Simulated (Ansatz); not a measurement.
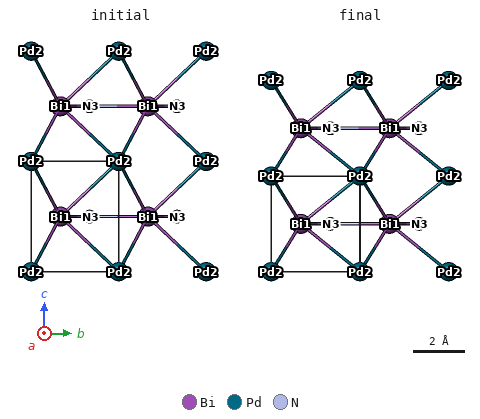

The structure of crystalline BiPdN (a generated structure, set up in P-6m2) before (left) and after (right) a relaxation, at one scale.

Style: ball-and-stick. Shown: the cell of the calculation, repeated 1 × 2 × 2 with one cell outlined, along the a axis.

All numbers below come from Ansatz, DFT PBE, scalar-relativistic, plane waves, PAW.

Input
```yaml
crystal:
  lattice:
    - [4.00706426, 0.0, 0.0]
    - [-2.00353213, 3.47021945, 0.0]
    - [0.0, 0.0, 4.37409442]
  atoms:
    - { symbol: Bi, position: [0.66666667, 0.33333333, 0.5] }
    - { symbol: Pd, position: [0.0, 0.0, 0.0] }
    - { symbol: "N", position: [0.33333333, 0.66666667, 0.5] }
basis:
  ecutwfc: 420
kpoints:
  mp_grid: { grid: [12, 12, 10] }
hamiltonian:
  xc: pbe
scf:
  occupations: { method: gaussian, width: 0.1 }
output:
  forces: true
  stress: true
  eigenvalues: true
relax:
  adjacent_minimum: "off"
  f_tol: 0.01
  max_steps: 80
  cell: { stress_tol: 0.05 }
```

Command:
```bash
ansatz run input.yaml --threads 1 --pin off --max-ram 2048MiB --backend cpu --events-out ev --progress --plain --runs-dir out
```

Question: What changed between the two?

Answer: The atoms keep their places relative to the cell (all moves are under 0.005 Å). The volume changes by −10.8 %, with a = b 4.007 → 4.065 Å (+1.4 %), c 4.374 → 3.794 Å (−13.3 %). Some distances before and after: Bi1–Pd2 3.184 → 3.018 Å, Bi1–N3 2.313 → 2.347 Å. Among the angles between lasting bonds that change: Bi1–Pd2–Bi1 86.8° → 77.9°, Bi1–Pd2–Bi1 78.0° → 84.7°, Bi1–Pd2–Bi1 137.4° → 134.2°. The space group stays P-6m2 (No. 187). After 6 accepted moves (8 points after the start) the energy has fallen by 61.6 meV per atom. All forces vanish by symmetry, so only the cell relaxes. The pressure goes from −3.87 to 0.00 GPa. The SCF was repeated twice at an unchanged geometry on a basis and grid sized afresh for the cell, which shifted the energy by 1.0 meV per atom at most. Cost: 2.3 min on 1 thread of Arm Neoverse V1, with other jobs on the host, peak memory 0.46 GiB.
